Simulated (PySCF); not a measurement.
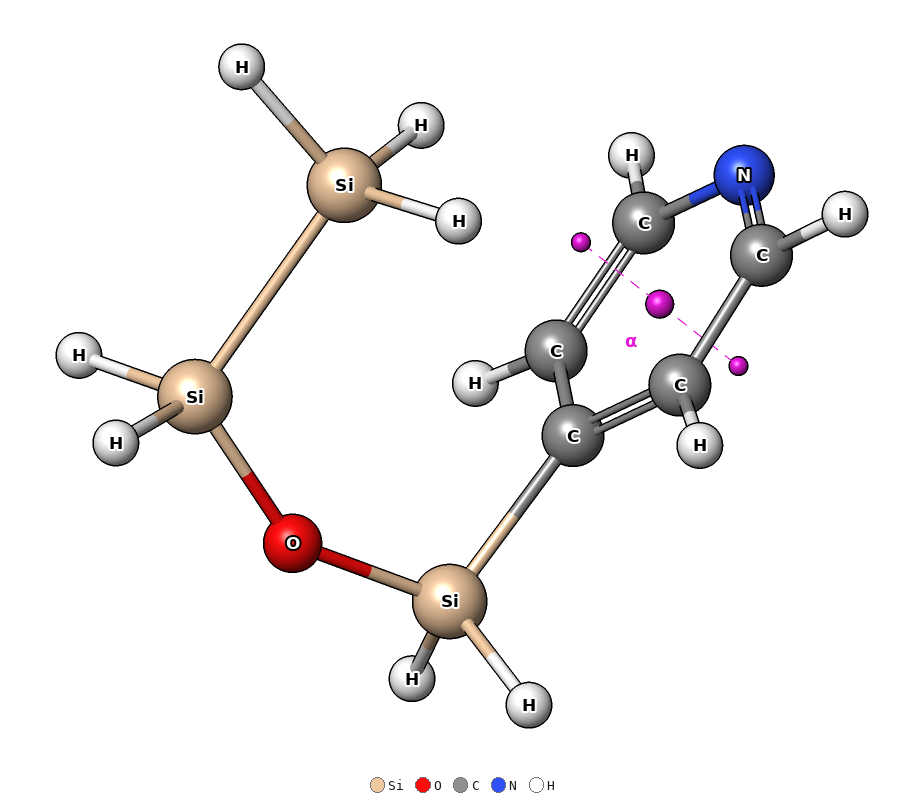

The small points mark where nucleus-independent chemical shifts (NICS) were computed: at the centre of each lettered ring and 1 Å above and below it. The computed structure is the end point of a PBE0-D3(BJ)/def2-SVP optimisation. No frequency run is at hand to confirm it as a minimum. Level of theory: GIAO PBE0/pcSseg-1 NMR shielding, non-relativistic, gas phase (PySCF 2.14.0).

Give NICS(0), NICS(1) and the out-of-plane component NICS(1)zz for each ring (means of the two sides).

| ring | members | NICS(0) | NICS(1) | NICS(1)zz |
| --- | --- | --- | --- | --- |
| α | C5N | −7.2 | −11.4 | −30.5 |

Values in ppm.

Question. What do the values say about the ring currents?

Answer. Ring α: diatropic, as in an aromatic ring. NICS is one index among several.
